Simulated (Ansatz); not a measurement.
Band structure of TiPt3 (Pm-3m, 4 atoms in the cell).

```
TiPt3
1.0
    3.87390     0.00000     0.00000
    0.00000     3.87390     0.00000
    0.00000     0.00000     3.87390
Ti Pt
1 3
Direct
  0.00000   0.00000   0.00000
  0.50000   0.50000   0.00000
  0.00000   0.50000   0.50000
  0.50000   0.00000   0.50000
```

Method: PBE (plane waves, PAW; Ansatz, a first-principles code).

Settings: kpoints.mp_grid.grid = 7 7 7; hamiltonian.xc = pbe; hamiltonian.pseudopotentials = {kind: paw} (the program's default PAW files); scf.occupations.method = gaussian; scf.occupations.width = 0.272 eV; kpoints.band_path.npoints = 8.

The starting cell comes from a database of computed structures (which also holds hypothetical and non-ambient phases and stackings), without a prior relaxation at this level. Its lattice was rescaled by a random factor within 2.5 % of one. Spin-orbit coupling is off. Spin polarisation is off.

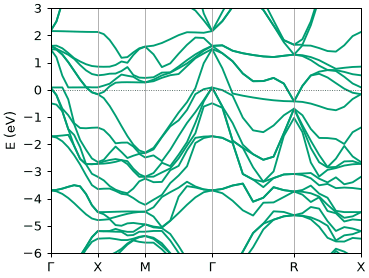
Fig. 1. Bands along the path, energies from the Fermi level.

Levels in eV from the Fermi level, bands 30 to 37:
```
point     30     31     32     33     34     35    36    37
-----  -----  -----  -----  -----  -----  -----  ----  ----
Γ       0.08   0.08   0.08   1.50   1.50   1.61  1.61  1.61
X      -2.72  -2.66  -1.39  -0.16  -0.16   0.09  0.53  0.85
M      -3.20  -2.49  -2.33  -2.31   0.27   0.27  0.44  1.59
R      -0.70  -0.70  -0.70  -0.43  -0.43  -0.43  1.29  1.29
```

Bands cross the Fermi level along this path, so the cell is metallic at this level.

Keys are those of Ansatz 0.2.
